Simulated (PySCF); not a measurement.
```xyz
17

C     2.4861   -0.1224   -0.4090
N     1.2393   -0.8295   -0.1412
P     0.0611    0.1420    0.5561
N     0.6682    0.9633    1.7391
C    -0.7606    0.9715   -0.8502
C    -1.9963    0.4841   -0.9906
C    -2.3404   -0.6032   -0.0847
C    -1.3719   -0.9681    0.7600
H     2.9538    0.2688    0.4980
H     2.2614    0.7169   -1.0664
H     3.1770   -0.7964   -0.9158
H     1.4019   -1.6373    0.4544
H     0.0357    1.6014    2.1976
H    -0.3417    1.7844   -1.4185
H    -2.7150    0.8342   -1.7165
H    -3.3164   -1.0623   -0.1341
H    -1.4492   -1.7354    1.5119
```

Geometry: GFN2-xTB.

These are results of PySCF 2.14.0, PBE0/def2-SVPD, SCF density, gas phase, not measurements.

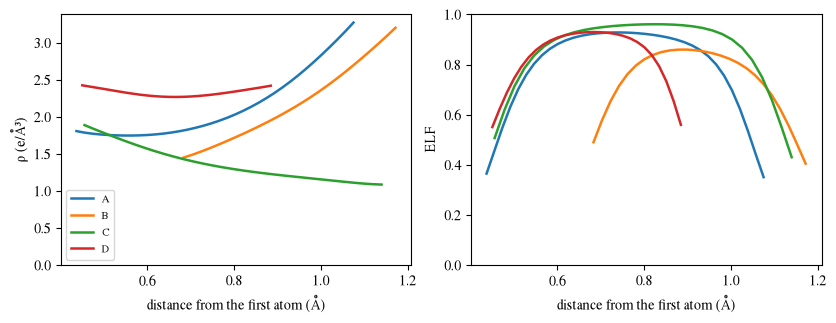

C$_{5}$H$_{9}$N$_{2}$P. Electron density and ELF along straight lines between neighbouring atoms. The curves leave out the atomic cores.

**Which curve belongs to which contact (C–C, C–N, C–P and P–N)? The first atom named is at distance zero.**

Curve A: C–N (1.46 Å): ρ at the midpoint is about 1.9 e/Å³; the ELF peaks at about 0.95 between the atoms (localised, covalent bonding). Curve B: P–N (1.56 Å): ρ is about 1.7 e/Å³ halfway; the ELF peaks at about 0.85 between the atoms: a polar covalent bond. Curve C: C–P (1.82 Å): the density is about 1.2 e/Å³ at the midpoint; the ELF peaks at about 0.95 between the atoms, as expected for a shared electron pair. Curve D: C–C (1.34 Å): ρ is about 2.3 e/Å³ halfway; the ELF peaks at about 0.95 between the atoms: a short, multiple covalent bond.
